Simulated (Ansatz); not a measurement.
Take BN in the wurtzite structure (space group P6_3mc, No. 186; a = 2.555 Å, c = 4.225 Å) as the base. Axes: x lies along a and z along c of the hexagonal cell.

Modification: biaxial strain −1.20 %, plane normal [001], relaxed out of plane (Cartesian); in-plane vectors clamped, the third vector and the atoms free.

Calculations: PBE/PAW in Ansatz (an electronic-structure program), without spin-orbit coupling.

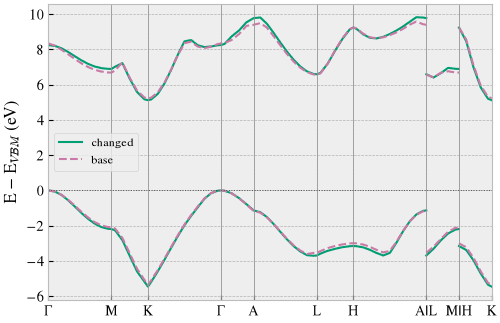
*Highest valence and lowest conduction band along the path, each from its own valence-band maximum*

### Question
From the figure, how large is the changed gap, and is it direct?

### Answer
About 5.1 eV, indirect, Γ → K.

No phonon test of stability was made.
